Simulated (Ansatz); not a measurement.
# H₉OPSi₂: search for a transition state, part 2 of 2

Ansatz 0.2.0, Gaussian basis; PBE0-D4. The steps go on from the part before.

**7. Relaxing after a step of 0.30 Å one way along the mode**

Contents of downa/in.yaml:

```yaml
crystal:
  periodic: [false, false, false]
  atoms:
    - {symbol: Si, position_ang: [-0.831679, 0.867374, 0.041233]}
    - {symbol: H, position_ang: [1.218472, 0.444514, -0.276606]}
    - {symbol: O, position_ang: [-0.897671, -0.442998, 1.046240]}
    - {symbol: Si, position_ang: [0.190597, -1.492447, 1.693875]}
    - {symbol: H, position_ang: [-2.267659, 1.126970, -0.218064]}
    - {symbol: H, position_ang: [-0.221710, 2.057403, 0.692399]}
    - {symbol: H, position_ang: [1.397186, 0.841174, -0.916187]}
    - {symbol: P, position_ang: [0.103177, 1.041512, -2.111036]}
    - {symbol: H, position_ang: [1.243855, -0.771120, 2.461394]}
    - {symbol: H, position_ang: [-0.547448, -2.396957, 2.602096]}
    - {symbol: H, position_ang: [0.845209, -2.288111, 0.616896]}
    - {symbol: H, position_ang: [-0.551528, 1.357058, -3.294706]}
    - {symbol: H, position_ang: [0.319299, -0.344572, -2.337334]}
basis:
  gaussian: {orbitals: def2-TZVP}
hamiltonian: {xc: pbe0, dispersion: d4}
relax: {f_tol: 0.005, max_steps: 200}
```

On the command line:

```bash
> ansatz run in.yaml --threads 8 --pin off --events-out ev --progress --plain --max-ram 19148MiB
```

Output (excerpt; [...] marks lines left out):

```text
Functional definition: PBE0
  name "PBE0"
  cite "Adamo & Barone, J. Chem. Phys. 110, 6158 (1999) doi:10.1063/1.478522"
  cite "Perdew, Burke & Ernzerhof, Phys. Rev. Lett. 77, 3865 (1996) doi:10.1103/PhysRevLett.77.3865"
  parent pbe
[...]
1365 factors; their error is unknown
[...]
mean field -27226.55992891 eV, -1000.5576225621 hartree, gradient 7.7e-5 eV, S^2 0.000000; 0 other end points of the search recorded, 0 dependent functions left out
[...]
reference -27226.55996828 eV, -1000.5576240092 hartree; 30, 30 occupied and 166, 166 virtual orbitals, 1365 factors
relax step   1: F+E_penalty+E_count = -27226.83182791 eV  Δ(F+E_penalty+E_count) = +0.000e0 eV  max|allowed force component| = 1.268e0 eV/Å  Δτ_max = 0.0000 Å  (26 SCF iters, accepted)
[...]
Atom 3 at     0.012587    -1.437269     1.222081 Å, force     0.000656     0.000106    -0.001410 eV/Å
Atom 4 at    -2.444516     1.596792     0.039166 Å, force    -0.000174     0.001448     0.002064 eV/Å
Atom 5 at    -0.159542     2.388522     0.217799 Å, force     0.000393    -0.002011    -0.002105 eV/Å
Atom 6 at     2.654587     0.486667    -0.096468 Å, force     0.000323    -0.001857     0.001001 eV/Å
Atom 7 at    -0.681266     0.737499    -2.286916 Å, force     0.003018     0.000480     0.001411 eV/Å
Atom 8 at     1.076693    -1.261925     2.241374 Å, force    -0.000092    -0.000421     0.001075 eV/Å
Atom 9 at    -1.014668    -2.377644     1.734915 Å, force    -0.000254    -0.000467    -0.001203 eV/Å
Atom 10 at     0.609860    -1.991747    -0.021717 Å, force     0.000290     0.000830     0.000193 eV/Å
Atom 11 at    -1.361984    -0.507543    -2.208866 Å, force    -0.000069     0.000255     0.001125 eV/Å
Atom 12 at     0.597273     0.161542    -2.060036 Å, force     0.000322    -0.000570    -0.001807 eV/Å
Dipole moment:     0.068951    -0.122473     0.045902 e Å
```

It took 2.7 min on 8 threads of Arm Neoverse V2, shared host.

Relaxation path: (not every step is listed) (the energy doesn't fall at every step)

| step | energy from step 1 (eV) | largest force component (eV/Å) |
| --- | --- | --- |
| 1 | 0.0000 | 1.2684 |
| 2 | -0.6158 | 1.1615 |
| 3 | -1.0485 | 1.1186 |
| 4 | -1.3454 | 0.5240 |
| 5 | -1.5010 | 0.3673 |
| 6 | -1.5711 | 0.2619 |
| 7 | -1.5999 | 0.1294 |
| 8 | -1.6042 | 0.5836 |
| 9 | -1.6184 | 0.0708 |
| 16 | -1.6876 | 0.0586 |
| 23 | -1.6985 | 0.0816 |
| 30 | -1.7018 | 0.0995 |
| 37 | -1.7042 | 0.0693 |
| 44 | -1.7049 | 0.1067 |
| 51 | -1.7058 | 0.0134 |
| 58 | -1.7059 | 0.0214 |
| 65 | -1.5785 | 2.1425 |
| 72 | -1.7067 | 0.0460 |
| 79 | -1.7077 | 0.0214 |
| 86 | -1.7082 | 0.0766 |
| 87 | -1.7084 | 0.0332 |
| 88 | -1.7085 | 0.0182 |
| 89 | -1.7083 | 0.1099 |
| 90 | -1.7080 | 0.0472 |
| 91 | -1.7086 | 0.0048 |

Distances of close pairs at the start and the end, largest changes first:

| bond | before (Å) | after (Å) | change (Å) |
| --- | --- | --- | --- |
| Si1–P8 | 2.353 | 2.247 | -0.106 |
| P8–H12 | 1.389 | 1.421 | +0.032 |
| H2–H7 | 0.774 | 0.747 | -0.027 |
| Si1–O3 | 1.653 | 1.634 | -0.019 |
| O3–Si4 | 1.645 | 1.634 | -0.011 |
| Si4–H9 | 1.490 | 1.484 | -0.006 |
| Si4–H10 | 1.479 | 1.484 | +0.005 |
| Si4–H11 | 1.490 | 1.487 | -0.003 |

**8. Relaxing after a step of 0.30 Å the other way along the mode**

Contents of downb/in.yaml:

```yaml
crystal:
  periodic: [false, false, false]
  atoms:
    - {symbol: Si, position_ang: [-0.726775, 0.852638, 0.155451]}
    - {symbol: H, position_ang: [0.816156, 0.340917, -0.053051]}
    - {symbol: O, position_ang: [-0.946044, -0.465893, 1.121308]}
    - {symbol: Si, position_ang: [0.202470, -1.499342, 1.695185]}
    - {symbol: H, position_ang: [-2.172280, 1.068477, -0.190066]}
    - {symbol: H, position_ang: [-0.251920, 2.165369, 0.683871]}
    - {symbol: H, position_ang: [1.385011, 1.104275, -1.455288]}
    - {symbol: P, position_ang: [0.139963, 0.934613, -1.954808]}
    - {symbol: H, position_ang: [1.255673, -0.792313, 2.462640]}
    - {symbol: H, position_ang: [-0.512795, -2.439819, 2.600268]}
    - {symbol: H, position_ang: [0.830995, -2.276761, 0.599482]}
    - {symbol: H, position_ang: [-0.277495, 1.417655, -3.341642]}
    - {symbol: H, position_ang: [0.257139, -0.410016, -2.323150]}
basis:
  gaussian: {orbitals: def2-TZVP}
hamiltonian: {xc: pbe0, dispersion: d4}
relax: {f_tol: 0.005, max_steps: 200}
```

On the command line:

```bash
> ansatz run in.yaml --threads 8 --pin off --events-out ev --progress --plain --max-ram 19148MiB
```

Output (excerpt; [...] marks lines left out):

```text
[... 5 set-up lines as earlier in the session ...]
[...]
1365 factors; their error is unknown
[...]
mean field -27226.38781917 eV, -1000.5512976461 hartree, gradient 1.4e-5 eV, S^2 0.000000; 0 other end points of the search recorded, 0 dependent functions left out
[...]
reference -27226.38785822 eV, -1000.5512990812 hartree; 30, 30 occupied and 166, 166 virtual orbitals, 1365 factors
relax step   1: F+E_penalty+E_count = -27226.66076827 eV  Δ(F+E_penalty+E_count) = +0.000e0 eV  max|allowed force component| = 1.943e0 eV/Å  Δτ_max = 0.0000 Å  (27 SCF iters, accepted)
[...]
Atom 3 at     0.019791    -1.622573     2.788495 Å, force    -0.001927    -0.001489     0.001508 eV/Å
Atom 4 at    -1.667236     0.141069    -0.561901 Å, force    -0.000079     0.000171     0.000154 eV/Å
Atom 5 at     0.290881     1.212480     0.427297 Å, force     0.000306    -0.000903    -0.000271 eV/Å
Atom 6 at     1.494709     2.013020    -3.154431 Å, force    -0.004120    -0.001095     0.000283 eV/Å
Atom 7 at     0.182679     1.633404    -2.772387 Å, force     0.000880     0.004961    -0.001741 eV/Å
Atom 8 at     0.756346    -0.618586     3.602611 Å, force    -0.000826    -0.002491    -0.002196 eV/Å
Atom 9 at    -1.071877    -2.210590     3.602857 Å, force     0.000194     0.000812    -0.000468 eV/Å
Atom 10 at     0.966335    -2.696667     2.384063 Å, force    -0.000340     0.002886     0.000869 eV/Å
Atom 11 at    -0.369931     2.912277    -3.038439 Å, force     0.002213    -0.003928     0.001391 eV/Å
Atom 12 at    -0.145932     1.117599    -4.051854 Å, force     0.000952     0.000019     0.000182 eV/Å
Dipole moment:     0.097893     0.167464    -0.272967 e Å
```

Wall time 1.7 min (8 threads of Arm Neoverse V2, shared host).

Relaxation path: (not every step is listed)

| step | energy from step 1 (eV) | largest force component (eV/Å) |
| --- | --- | --- |
| 1 | 0.0000 | 1.9427 |
| 2 | -0.4099 | 0.9161 |
| 3 | -0.6760 | 0.4237 |
| 4 | -0.8881 | 0.8435 |
| 5 | -1.3113 | 0.4899 |
| 6 | -1.5707 | 0.9498 |
| 7 | -1.6539 | 0.9870 |
| 8 | -1.7543 | 0.2726 |
| 9 | -1.7907 | 0.3162 |
| 14 | -1.8345 | 0.0307 |
| 19 | -1.8435 | 0.0730 |
| 24 | -1.8474 | 0.0251 |
| 29 | -1.8481 | 0.0030 |
| 34 | -1.8484 | 0.0157 |
| 39 | -1.8487 | 0.0202 |
| 44 | -1.8488 | 0.0160 |
| 49 | -1.8490 | 0.0180 |
| 54 | -1.8491 | 0.0083 |
| 59 | -1.8491 | 0.0086 |
| 61 | -1.8491 | 0.0202 |
| 62 | -1.8492 | 0.0070 |
| 63 | -1.8482 | 0.0733 |
| 64 | -1.8491 | 0.0210 |
| 65 | -1.8492 | 0.0072 |
| 66 | -1.8492 | 0.0050 |

Close pairs (by a distance rule), those that changed most:

| bond | before (Å) | after (Å) | change (Å) |
| --- | --- | --- | --- |
| Si1–P8 | 2.283 | 3.379 | +1.096 |
| Si1–H2 | 1.639 | 1.486 | -0.153 |
| P8–H12 | 1.527 | 1.418 | -0.108 |
| H7–P8 | 1.352 | 1.418 | +0.066 |
| Si1–H5 | 1.502 | 1.481 | -0.021 |
| P8–H13 | 1.399 | 1.418 | +0.019 |
| O3–Si4 | 1.648 | 1.631 | -0.017 |
| Si1–H6 | 1.493 | 1.485 | -0.007 |

**9. What the saddle joins**

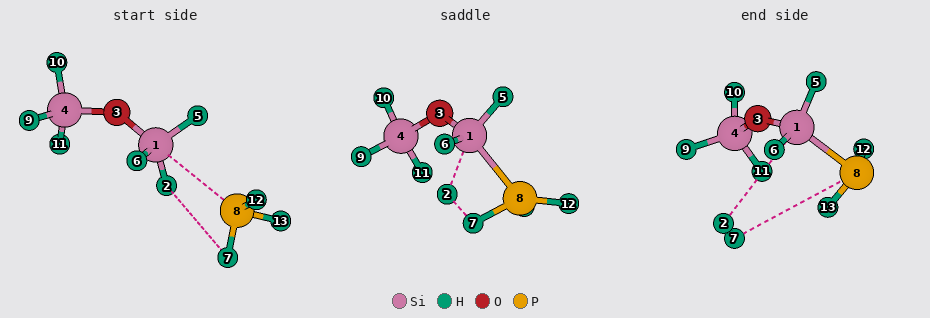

The minimum on the start side, the saddle and the minimum on the end side; broken lines mark the pairs that change.

| pair | start side (Å) | saddle (Å) | end side (Å) |
| --- | --- | --- | --- |
| Si1–P8 | 3.379 | 2.317 | 2.247 |
| H2–H7 | 3.860 | 1.232 | 0.747 |
| Si1–H2 | 1.486 | 1.875 | 3.486 |
| H7–P8 | 1.418 | 1.526 | 3.999 |

**10. Results**

The summary covers parts 1 to 2.

| quantity | value |
| --- | --- |
| imaginary mode | 1448i cm⁻¹ |
| barrier from the start side | 52.3 kcal/mol |
| barrier from the end side | 53.0 kcal/mol |
| energy of the step | -0.7 kcal/mol |
| pairs that change | Si1–P8 formed, H2–H7 formed, Si1–H2 broken, H7–P8 broken |
| zero-point energy at the saddle | 2.130 eV |

What this shows: The point has a single imaginary mode (1448i cm⁻¹), as a transition state must. The two relaxations end on the structures that were planned. At PBE0-D4/def2-TZVP the electronic barrier is 52.3 kcal/mol, about 88 kT at 298 K, and the step runs 0.7 kcal/mol downhill. With so stiff a mode tunnelling counts: Wigner's rough correction is a factor of 3.0 at 298 K.
